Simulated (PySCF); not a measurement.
# C$_{2}$H$_{13}$NO$_{2}$Si$_{3}$: what the fields show

```json
{"atom": "C", "x (Å)": "-0.9953", "y (Å)": "-1.1087", "z (Å)": "-0.1950"}
{"atom": "N", "x (Å)": "-1.6982", "y (Å)": "0.1352", "z (Å)": "0.0078"}
{"atom": "C", "x (Å)": "-3.1213", "y (Å)": "-0.0007", "z (Å)": "-0.1720"}
{"atom": "Si", "x (Å)": "-1.0463", "y (Å)": "1.4194", "z (Å)": "0.9413"}
{"atom": "O", "x (Å)": "0.5542", "y (Å)": "1.4976", "z (Å)": "0.7106"}
{"atom": "Si", "x (Å)": "2.0210", "y (Å)": "1.5301", "z (Å)": "0.0509"}
{"atom": "O", "x (Å)": "2.5883", "y (Å)": "0.0271", "z (Å)": "-0.1253"}
{"atom": "Si", "x (Å)": "3.0524", "y (Å)": "-1.5181", "z (Å)": "-0.0528"}
{"atom": "H", "x (Å)": "0.0722", "y (Å)": "-0.9437", "z (Å)": "-0.0886"}
{"atom": "H", "x (Å)": "-1.3081", "y (Å)": "-1.8751", "z (Å)": "0.5251"}
{"atom": "H", "x (Å)": "-1.1962", "y (Å)": "-1.4869", "z (Å)": "-1.2021"}
{"atom": "H", "x (Å)": "-3.3365", "y (Å)": "-0.3927", "z (Å)": "-1.1703"}
{"atom": "H", "x (Å)": "-3.5598", "y (Å)": "-0.6855", "z (Å)": "0.5641"}
{"atom": "H", "x (Å)": "-3.5976", "y (Å)": "0.9698", "z (Å)": "-0.0652"}
{"atom": "H", "x (Å)": "-1.6463", "y (Å)": "2.6498", "z (Å)": "0.4264"}
{"atom": "H", "x (Å)": "-1.1565", "y (Å)": "1.2924", "z (Å)": "2.4010"}
{"atom": "H", "x (Å)": "2.8687", "y (Å)": "2.2096", "z (Å)": "1.0199"}
{"atom": "H", "x (Å)": "1.9579", "y (Å)": "2.0819", "z (Å)": "-1.2947"}
{"atom": "H", "x (Å)": "4.4927", "y (Å)": "-1.5143", "z (Å)": "-0.3030"}
{"atom": "H", "x (Å)": "2.7304", "y (Å)": "-2.0413", "z (Å)": "1.2756"}
{"atom": "H", "x (Å)": "2.3156", "y (Å)": "-2.2291", "z (Å)": "-1.0994"}
```

Geometry: GFN2-xTB.

These are results of PBE0/pcSseg-1, SCF density, gas phase, non-relativistic (PySCF), not measurements.

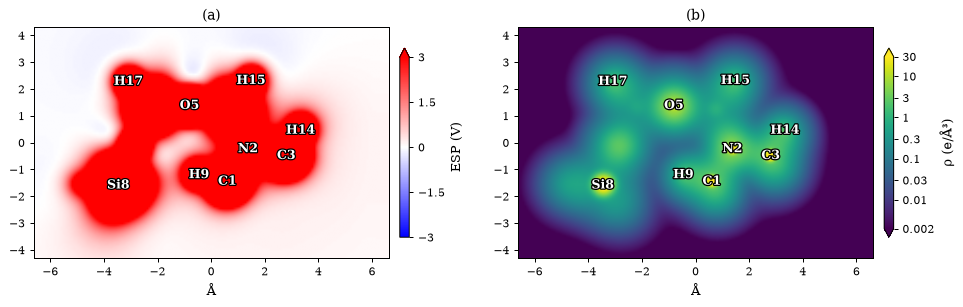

Figure 1. (a) molecular electrostatic potential; (b) electron density on the plane of atoms C1, N2 and C3.

Describe what can be read from this map.

Answer.
- The section cuts through C, N, O, Si and H sites.
- C–N (1.44 Å): the density is about 1.9 e/Å³ at the midpoint.
- C–H (1.09 Å): the density is about 2 e/Å³ at the midpoint.
- The potential has no marked negative region in this plane.

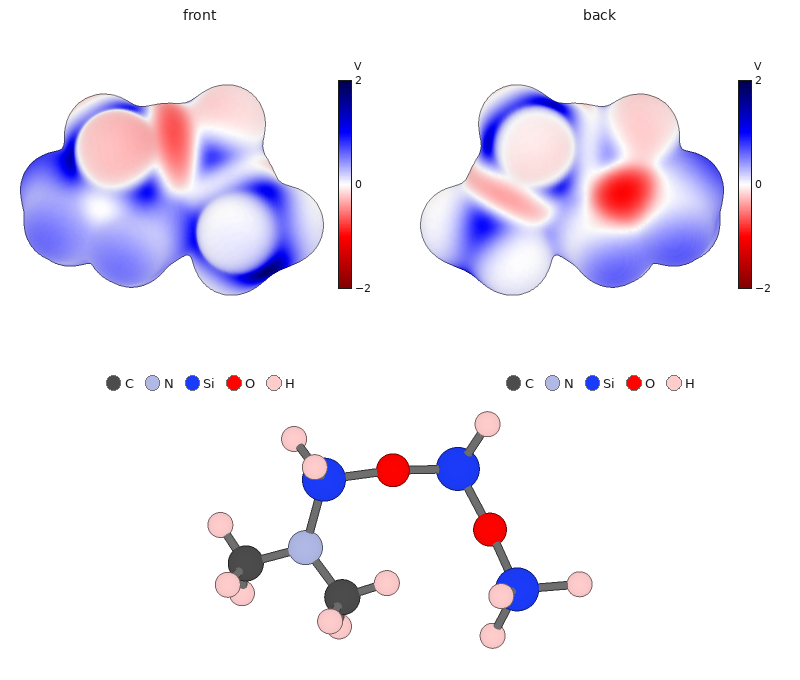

Figure 2. The electrostatic potential painted on the density surface at 0.002 e/bohr³, seen from the front and from behind; the colour scale runs from red (negative) to blue (positive). The bare structure is drawn below in the same view.

Describe the electrostatic potential map.

Answer. The most negative region (about −0.9 V) lies over N2, the most positive (about +1.6 V) over Si8.

How polar is the molecule by this calculation?

Answer. Its dipole moment is 1.27 D.
